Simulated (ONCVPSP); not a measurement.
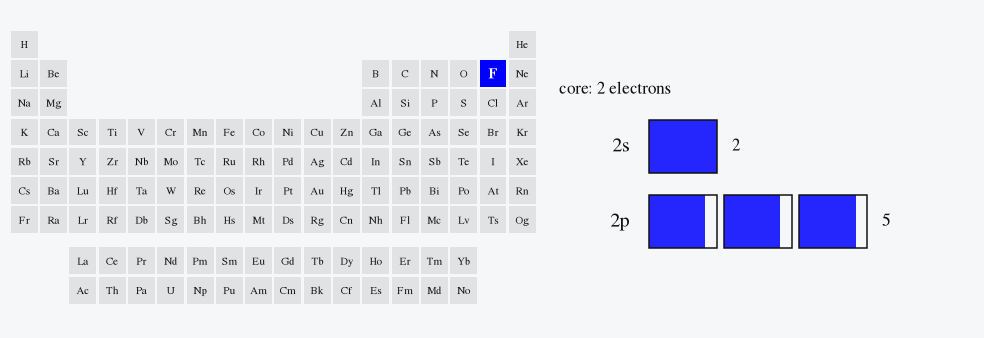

Fig. 1: Left, the place of fluorine in the periodic table; right, the valence shells of the reference configuration: a box for each of the 2l + 1 orbitals, shaded by the share of the shell that is filled, with the electron count at the right. The shells are those of the unaltered input.

**F: pseudopotential generation**

Fluorine (F, Z = 9), core [He], reference valence 2s2 2p5, valence charge 7. (This line and the method describe the unaltered input from which the odd one was made.) Level asked for: ONCV potential, PBE, non-relativistic, made with ONCVPSP 4.0.1.

**Input**
```
# ATOM AND REFERENCE CONFIGURATION
# atsym  z   nc   nv     iexc    psfile
  F 9.00    1    2        4      upf
#
#   n    l    f
    1    0    2.00
    2    0    2.00
    2    1    5.00
#
# PSEUDOPOTENTIAL AND OPTIMIZATION
# lmax
    2
#
#   l,   rc,      ep,       ncon, nbas, qcut
    0    0.55    0.00    5    8   14.30
    1    1.55    0.00    4    7    7.10
    2    5.90    0.41    5    8    7.60
#
# LOCAL POTENTIAL
# lloc, lpopt,  rc(5),   dvloc0
    4    5    0.40    6.00
#
# VANDERBILT-KLEINMAN-BYLANDER PROJECTORs
# l, nproj, debl
    0    2    1.00
    1    1    2.50
    2    1    3.10
#
# MODEL CORE CHARGE
# icmod, fcfact, rcfact
    1    0.45    0.00
#
# LOG DERIVATIVE ANALYSIS
# epsh1, epsh2, depsh
   -3.00    5.00    0.02
#
# OUTPUT GRID
# rlmax, drl
    6.00    0.01
#
# TEST CONFIGURATIONS
# ncnf
    4
# nvcnf
#   n    l    f
    2
    2    0    2.00
    2    1    4.00
#
    2
    2    0    2.00
    2    1    3.00
#
    2
    2    0    2.00
    2    1    2.00
#
    2
    2    0    1.00
    2    1    5.00
#
```

The log's header says scalar-relativistic, as this program prints it for non-relativistic runs too.

Launched with:
```bash
oncvpspnr.x < F.dat > F.out
```

**The program's output (extracts)**
```
ONCVPSP  (Optimized Norm-Conservinng Vanderbilt PSeudopotential)
scalar-relativistic version 4.0.1

#   n    l    f        energy (Ha)
    1    0    2.00    -2.4351657E+01
    2    0    2.00    -1.0958526E+00
    2    1    5.00    -4.0870435E-01

Reference configufation results
  iterations    20
  all-electron total energy (Ha)   -9.96506351D+01

Begin loop to  construct optimized pseudo wave functions
and semi-local pseudopoentials for all angular momenta

WARNING wellstate: negative energy specified for n= 3 l=  0
WARNING scattering state with energy  0.25000000
WARNING will be used for the first projector

   Wellstate for l =  0  n =  3
     eigenvalue =   0.2500
     asymptotic potential =   0.7500
     half-point radius =  4.7475

Calculating optimized projector #   1

 for l=   0

    Fraction of norm inside rc  0.129862
    Optimizing pswf for qcut=  14.28 a_B^-1,  ecut= 102.00 Ha
    Residual kinetic energy error=  1.08D-02 Ha

    Energy error per electron        Cutoff
         Ha          eV             Ha
         0.01000     0.27211      104.96
         0.00100     0.02721      469.00
         0.00010     0.00272      563.26
         0.00001     0.00027      626.07

Calculating optimized projector #   2

 for l=   0

    Fraction of norm inside rc  0.014951
    Optimizing pswf for qcut=  14.28 a_B^-1,  ecut= 102.00 Ha
    Residual kinetic energy error=  5.15D-04 Ha

    Energy error per electron        Cutoff
         Ha          eV             Ha
         0.01000     0.27211       19.81
         0.00100     0.02721       76.61
         0.00010     0.00272      387.23
         0.00001     0.00027      725.17

Calculating optimized projector #   1

 for l=   1

    Fraction of norm inside rc  0.803060
    Optimizing pswf for qcut=   7.10 a_B^-1,  ecut=  25.19 Ha
    Residual kinetic energy error=  5.60D-04 Ha

    Energy error per electron        Cutoff
         Ha          eV             Ha
         0.01000     0.27211       19.35
         0.00100     0.02721       23.89
         0.00010     0.00272       54.67
         0.00001     0.00027       68.37

   Wellstate for l =  2  n =  5
     eigenvalue =   0.4100
     asymptotic potential =   0.9100
     half-point radius = 13.8716

Calculating optimized projector #   1

 for l=   2

    Fraction of norm inside rc  0.294115
    Optimizing pswf for qcut=   7.60 a_B^-1,  ecut=  28.86 Ha
    Residual kinetic energy error=  2.93D-12 Ha
 ERROR pspot:  first pseudo wave function has node,          program will stop
 ERROR pspot: try changing psp parameters for this l
```

**What the run reported**

- outcome: ended with an error
- hardware: 1 CPU thread, shared host
- wall time: 2.1 s

**What went wrong**

One thing in this input was made wrong on purpose: rc of l = 2 set to 5.90 bohr. The generator stopped with the message “ERROR pspot: first pseudo wave function has node, program will stop”. In words: the optimised pseudo-wave of the first projector has a node, so the radial equation cannot be inverted for a potential. It was at work on the d channel when it stopped.
